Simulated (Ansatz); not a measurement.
The calculation's input:

```
crystal:
  periodic: [false, false, false]
  atoms:
    - { symbol: "N", position_ang: [-1.2648, -0.0032, 2.142] }
    - { symbol: Al, position_ang: [-0.1189, -1.2772, 1.435] }
    - { symbol: O, position_ang: [1.3691, -0.7486, 0.5227] }
    - { symbol: Si, position_ang: [1.0399, -0.5919, -1.1259] }
    - { symbol: Si, position_ang: [-0.0046, 1.3699, -1.5181] }
    - { symbol: H, position_ang: [-0.8837, 0.9892, 1.9332] }
    - { symbol: H, position_ang: [-1.2975, -0.0753, 3.1715] }
    - { symbol: H, position_ang: [-0.4016, -2.8097, 1.6099] }
    - { symbol: H, position_ang: [0.0883, -1.6816, -1.5193] }
    - { symbol: H, position_ang: [2.1916, -0.6672, -1.9111] }
    - { symbol: H, position_ang: [-1.2738, 1.4567, -0.7209] }
    - { symbol: H, position_ang: [0.9158, 2.4619, -1.0519] }
    - { symbol: H, position_ang: [-0.3393, 1.5423, -2.9522] }
basis:
  gaussian: { orbitals: "6-31G*" }
hamiltonian:
  xc: b3lyp
relax:
  f_tol: 0.015
  max_steps: 40
output:
  orbitals: {}
```

Launched as:

```sh
ansatz run input.yaml --threads 2 --pin off --max-ram 3072MiB --backend cpu --events-out ev --progress --plain --runs-dir out
```

The fields are those of the relaxed geometry.

These are results of RKS B3LYP/6-31G* (Ansatz 0.2.0), not measurements.

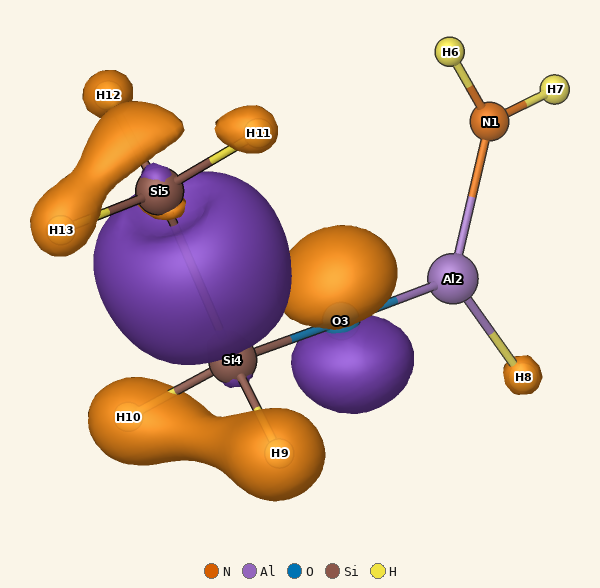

AlH₈NOSi₂ (SMILES [NH2][AlH][O][SiH2][SiH3]). The HOMO−1 at ±0.15 Å⁻³ᐟ² (orange and purple are the two phases), seen at an oblique angle.

Q: What is the character of this orbital?

A: By Hirshfeld shares it lies mainly on Si5 (about 30 %), Si4 (about 25 %) and O3 (about 20 %). Its energy is −7.29 eV.
